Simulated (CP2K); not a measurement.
# N2H3 (hydrazinyl radical) at 4 levels

Wanted: a comparison of 4 runs (DFTB2, PM3, PM6, GFN1-xTB) of N2H3 (hydrazinyl radical). 

The calculation is run with CP2K 2026.2.

1 further run of the same task is left out (it didn't finish).

**1. The structure to begin with**

N2H3 has 5 atoms, charge 0, and is taken as a doublet. As SMILES, `[NH]N`. The N1–N2 distance was set to 1.739 Å, away from the relaxed value.

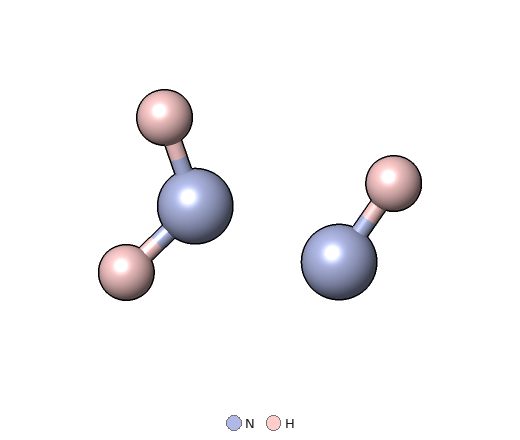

The structure, seen from a chosen angle (nitrogen light blue, hydrogen pink).

**2. A single-point energy at DFTB2 (run 1)**

Contents of qs.inp:

```
&GLOBAL
   PROJECT_NAME qs
   RUN_TYPE ENERGY
   PRINT_LEVEL MEDIUM
&END GLOBAL
&FORCE_EVAL
   METHOD Quickstep
   &DFT
      CHARGE 0
      MULTIPLICITY 2
      LSD T
      &QS
         METHOD DFTB
         EPS_DEFAULT 1.0E-10
         &DFTB
            SELF_CONSISTENT T
            &PARAMETER
               PARAM_FILE_PATH DFTB/scc
               PARAM_FILE_NAME scc_parameter
               UFF_FORCE_FIELD uff_table
            &END PARAMETER
         &END DFTB
      &END QS
      # cluster boundary conditions
      &POISSON
         PERIODIC NONE
         POISSON_SOLVER ANALYTIC
      &END POISSON
      &SCF
         SCF_GUESS ATOMIC
         EPS_SCF 1.0E-06
         MAX_SCF 50
         &OT ON
            MINIMIZER DIIS
            PRECONDITIONER FULL_SINGLE_INVERSE
         &END OT
         &OUTER_SCF
            EPS_SCF 1.0E-06
            MAX_SCF 5
         &END OUTER_SCF
      &END SCF
      &PRINT
         &MOMENTS
            PERIODIC F
            REFERENCE COM
            MAX_MOMENT 1
         &END MOMENTS
         &MO_CUBES
            NLUMO 1
            NHOMO -1
            WRITE_CUBE F
         &END MO_CUBES
         &HIRSHFELD OFF
         &END HIRSHFELD
      &END PRINT
   &END DFT
   &SUBSYS
      &CELL
         ABC [angstrom] 17.8 18.2 17.7
         PERIODIC NONE
      &END CELL
      &COORD
         N     -0.205284    -1.134179     0.700811
         N     -0.128660     0.235610    -0.368450
         H      0.742156    -1.267579     1.058041
         H     -1.030950     0.592300    -0.640030
         H      0.587360     0.941580    -0.256830
      &END COORD
      &TOPOLOGY
         &CENTER_COORDINATES
         &END CENTER_COORDINATES
      &END TOPOLOGY
   &END SUBSYS
&END FORCE_EVAL
```

The run is started by

```console
OMP_NUM_THREADS=1 cp2k.psmp -i qs.inp > qs.out 2>&1
```

Standard output:

```text
CP2K| version string:                                       CP2K version 2026.2
[...]
 GLOBAL| Method name                                                        CP2K
[...]
 GLOBAL| Run type                                                         ENERGY
[...]
                             - Atoms:                                          5
[...]
                             - Spherical basis functions:                     11
[...]
 Number of electrons:                                                          7
[...]
     1 OT DIIS     0.80E-01    0.0     0.11320723        -4.8085973498 -4.81E+00
[...]
     7 OT DIIS     0.80E-01    0.0     0.00000046        -5.6785610622 -5.53E-11
  *** SCF run converged in     7 steps ***
[...]
 TB_DIPOLE| Moment [Debye]          0.65217985       1.41084557      -0.30109195
 TB_DIPOLE| Derivative [a.u.]       0.00000000       0.00000000       0.00000000
 *** WARNING in qs_scf_post_tb.F:608 :: Printing of MO cube files not ***
 *** implemented for TB methods.                                      ***
 ENERGY| Total FORCE_EVAL ( QS ) energy [hartree]             -5.678561062169367
[...]
```

It took 1.1 s on 1 thread of Arm Neoverse V1, shared host.

**3. A single-point energy at PM3 (run 2)**

Contents of molecule.inp:

```
&GLOBAL
   PROJECT molecule
   RUN_TYPE ENERGY
   PRINT_LEVEL MEDIUM
&END GLOBAL

&FORCE_EVAL
   METHOD Quickstep
   &DFT
      CHARGE 0
      MULTIPLICITY 2
      UKS T
      # Quickstep
      &QS
         METHOD PM3
         EPS_DEFAULT 1.0E-10
         &SE
            &COULOMB
               CUTOFF [angstrom] 50
               RC_RANGE [angstrom] 0
            &END COULOMB
            &EXCHANGE
               CUTOFF [angstrom] 50
               RC_RANGE [angstrom] 0
            &END EXCHANGE
         &END SE
      &END QS
      # isolated system
      &POISSON
         PERIODIC NONE
         POISSON_SOLVER ANALYTIC
      &END POISSON
      &SCF
         SCF_GUESS ATOMIC
         EPS_SCF 1.0E-06
         MAX_SCF 80
         ADDED_MOS 8
         &DIAGONALIZATION
            ALGORITHM STANDARD
         &END DIAGONALIZATION
         &MIXING
            METHOD DIRECT_P_MIXING
            ALPHA 0.4
         &END MIXING
      &END SCF
      &PRINT
         &MOMENTS
            PERIODIC F
            REFERENCE COM
            MAX_MOMENT 1
         &END MOMENTS
         &MO ON
            ENERGIES T
            OCCUPATION_NUMBERS T
            NDIGITS 6
            &EACH
               QS_SCF 0
            &END EACH
            ADD_LAST NUMERIC
         &END MO
         &HIRSHFELD OFF
         &END HIRSHFELD
      &END PRINT
   &END DFT
   &SUBSYS
      &CELL
         ABC [angstrom] 17.8 18.2 17.7
         PERIODIC NONE
      &END CELL
      &COORD
         SCALED T
         N    0.49657938   0.44663849   0.52778562
         N    0.50088410   0.52190162   0.46737540
         H    0.54980635   0.43930882   0.54796811
         H    0.45019365   0.54149997   0.45203189
         H    0.54110994   0.56069118   0.47368161
      &END COORD
   &END SUBSYS
&END FORCE_EVAL
```

The run is started by

```console
OMP_NUM_THREADS=1 cp2k.psmp -i molecule.inp -o molecule.out
```

Standard output:

```text
CP2K| version string:                                       CP2K version 2026.2
[...]
 GLOBAL| Method name                                                        CP2K
[...]
 GLOBAL| Run type                                                         ENERGY
[...]
 *** WARNING in qs_environment.F:2191 :: More ADDED_MOs requested for beta ***
 *** spin than available.                                                  ***
 *** WARNING in qs_environment.F:2210 :: More added MOs requested than     ***
 *** available. The full set of unoccupied MOs will be used. Use           ***
 *** 'ADDED_MOS -1' to always use all available MOs and to get rid of this ***
[...]
                             - Atoms:                                          5
[...]
                             - Spherical basis functions:                     11
[...]
 Number of electrons:                                                          7
[...]
     1 P_Mix/Diag. 0.40E+00    0.0     0.47064614       -10.6805252614 -1.07E+01
[...]
    33 DIIS/Diag.  0.18E-06    0.0     0.00000059       -13.4976315548  6.52E-13
  *** SCF run converged in    33 steps ***
  Core-core repulsion energy [eV]:                            433.55382542622107
  Core Hamiltonian energy [eV]:                              -569.91285308505235
  Two-electron integral energy [eV]:                         -461.86041146552520
  Electronic energy [eV]:                                    -800.84305881781495
  Total energy [eV]:                                         -367.28923339159388
  Atomic reference energy [eV]:                               371.02586992184564
  Heat of formation [kcal/mol]:                                86.16889226343612
[...]
 SE_DIPOLE| Moment [Debye]         -1.10664466      -1.61576302      -0.63261298
 SE_DIPOLE| Derivative [a.u.]       0.00000000       0.00000000       0.00000000
 ENERGY| Total FORCE_EVAL ( QS ) energy [hartree]            -13.497631554783990
[...]
```

It took 0.36 s on 1 thread of Arm Neoverse V1, shared host.

Run 3 isn't shown in full; the table further down has it.

**4. A single-point energy at GFN1-xTB (run 4)**

Contents of gas.inp:

```
&GLOBAL
   PROJECT gas
   RUN_TYPE ENERGY
   PRINT_LEVEL MEDIUM
&END GLOBAL

&FORCE_EVAL
   METHOD Quickstep
   &DFT
      MULTIPLICITY 2
      UNRESTRICTED_KOHN_SHAM T
      # Quickstep
      &QS
         METHOD XTB
         EPS_DEFAULT 1.0E-10
         &XTB
            GFN_TYPE 1
            CHECK_ATOMIC_CHARGES F
         &END XTB
      &END QS
      # isolated system
      &POISSON
         PERIODIC NONE
         POISSON_SOLVER ANALYTIC
      &END POISSON
      &SCF
         SCF_GUESS ATOMIC
         EPS_SCF 1.0E-06
         MAX_SCF 40
         &OT
            MINIMIZER CG
            PRECONDITIONER FULL_SINGLE_INVERSE
         &END OT
         &OUTER_SCF
            EPS_SCF 1.0E-06
            MAX_SCF 10
         &END OUTER_SCF
      &END SCF
      &PRINT
         &MOMENTS
            PERIODIC F
            REFERENCE COM
            MAX_MOMENT 1
         &END MOMENTS
         &MO_CUBES
            NLUMO 3
            NHOMO -1
            WRITE_CUBE F
         &END MO_CUBES
         &HIRSHFELD OFF
         &END HIRSHFELD
      &END PRINT
   &END DFT
   &SUBSYS
      # vacuum box
      &CELL
         ABC 13.8 14.2 13.7
         PERIODIC NONE
      &END CELL
      &COORD
         N      6.839113     6.128820     7.341806
         N      6.915737     7.498610     6.272544
         H      7.786553     5.995420     7.699036
         H      6.013447     7.855299     6.000964
         H      7.631757     8.204579     6.384164
      &END COORD
   &END SUBSYS
&END FORCE_EVAL
```

The run is started by

```console
OMP_NUM_THREADS=1 cp2k.psmp -i gas.inp > gas.out 2>&1
```

Standard output:

```text
CP2K| version string:                                       CP2K version 2026.2
[...]
 GLOBAL| Method name                                                        CP2K
[...]
 GLOBAL| Run type                                                         ENERGY
[...]
                             - Atoms:                                          5
[...]
                             - Spherical basis functions:                     14
[...]
 Number of electrons:                                                          7
[...]
     1 OT CG       0.80E-01    0.0     0.06220629        -7.8237634214 -7.82E+00
[...]
    15 OT CG       0.18E+00    0.0     0.00000065        -7.8611328583 -4.78E-11
  *** SCF run converged in    15 steps ***
[...]
 TB_DIPOLE| Moment [Debye]          0.73610267       1.55858548      -0.27428020
 TB_DIPOLE| Derivative [a.u.]       0.00000000       0.00000000       0.00000000
[...]
 ENERGY| Total FORCE_EVAL ( QS ) energy [hartree]             -7.861132858306225
[...]
```

It took 0.64 s on 1 thread of Arm Neoverse V1, shared host.

**5. Overview of the runs**

```csv
run,level,iteration cap,solver,energy (Eh),dipole moment (D),wall time
1,DFTB2,50,OT,-5.678561,1.58,1.1 s
2,PM3,80,DIAG,-13.497632,2.06,0.36 s
3,PM6,80,DIAG,-14.553401,2.41,0.34 s
4,GFN1-xTB,40,OT,-7.861133,1.75,0.64 s
```

**6. Results**

| quantity | value |
| --- | --- |
| run 4: total energy | -7.86113 Eh |
| run 4: dipole moment (from atomic charges alone) | 1.75 D |
| run 4: HOMO energy (highest over α and β) | -10.34 eV |
| run 4: dispersion energy | -1.63 kJ/mol |

**Reading.** The dipole moment (its size) runs from 1.58 D (DFTB2) to 2.41 D (PM6). Some of these are taken from atomic charges alone. Force-field and semi-empirical energies have zeros of their own, so their totals don't compare. All runs together took 2.5 s, the longest 1.1 s.
